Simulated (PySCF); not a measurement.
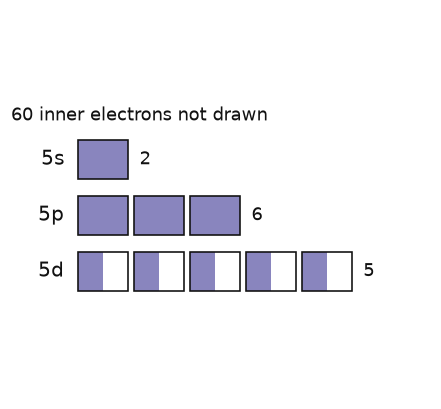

The outer shells of the nominal configuration: a box for each of the 2l + 1 orbitals, shaded by the share of the shell that is filled, with the electron count at the right.

# Run report: Os³⁺, atomic calculation

System: Os³⁺, configuration 1s2 2s2 2p6 3s2 3p6 3d10 4s2 4p6 4d10 4f14 5s2 5p6 5d5, multiplicity 6.
Method: unrestricted PBE0, def2-TZVPPD with ECP60, scalar-relativistic core potential (PySCF).

### Output (extracts)
```
damping factor = 0
level_shift factor = 0
DIIS = <class 'pyscf.scf.diis.CDIIS'>
diis_start_cycle = 1
diis_space = 10
diis_damp = 0
SCF conv_tol = 1e-09
SCF conv_tol_grad = None
number electrons alpha = 9  beta = 4
XC functionals = PBE0
    C. Adamo and V. Barone.,  J. Chem. Phys. 110, 6158 (1999)
    M. Ernzerhof and G. E. Scuseria.,  J. Chem. Phys. 110, 5029 (1999)
cycle= 1 E= -88.6338348700048  delta_E= -0.00276  |g|= 0.00411  |ddm|= 0.195
cycle= 2 E= -88.6338415595801  delta_E= -6.69e-06  |g|= 0.000935  |ddm|= 0.00615
cycle= 3 E= -88.6338417876476  delta_E= -2.28e-07  |g|= 0.00025  |ddm|= 0.00115
cycle= 4 E= -88.6338418082774  delta_E= -2.06e-08  |g|= 1.98e-06  |ddm|= 0.000234
cycle= 5 E= -88.6338418082765  delta_E= 8.38e-13  |g|= 5.13e-08  |ddm|= 2.95e-06
converged SCF energy = -88.6338418082765  <S^2> = 8.7504376  2S+1 = 6.0001459
```

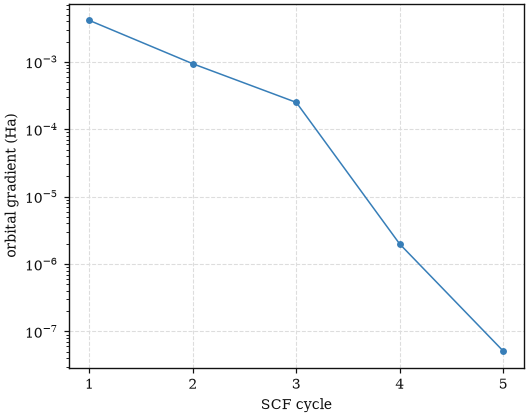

Convergence: orbital gradient against the SCF cycle. The residual falls at every step. It goes from 0.0041 to 5.1×10⁻⁸ in 5 steps.

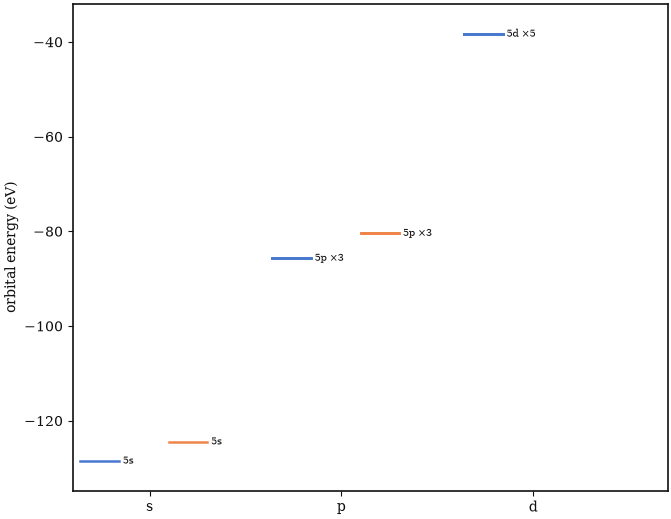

Orbital energies of the mean field, from the top down to −128.5 eV, by angular momentum, α spin at the left of each column and β at the right; ×n counts the orbitals under one label. The highest filled orbital is 5d α at −38.3 eV, the lowest empty one d β at −30.5 eV.

### Input file
```python
from pyscf import gto, scf, dft, mp, cc
mol = gto.M(atom="Os 0 0 0", charge=3, spin=5, symmetry="D2h",
            basis="def2-TZVPPD",
            ecp="def2-TZVPPD")
mf = dft.UKS(mol, xc="PBE0")
mf.irrep_nelec = {'Ag': (3, 1), 'B1g': (1, 0), 'B2g': (1, 0), 'B3g': (1, 0), 'B1u': (1, 1), 'B2u': (1, 1), 'B3u': (1, 1)}
mf.kernel()
```

The script is an equivalent of what the driver set up; the driver started from orbitals of its own, so the log can be shorter than this script's would be, and it computed the properties (radii, ⟨L²⟩, response) afterwards. It held the occupations shell by shell, which the script's counts by irreducible representation don't always enforce.

### Summary

- outcome: converged
- total energy (valence electrons, under a core potential): −88.633842 hartree
- ⟨S²⟩: 8.750
- SCF iterations: 5
- hardware: 1 CPU thread, shared host
- CPU time: 0.67 s (integrals apart)
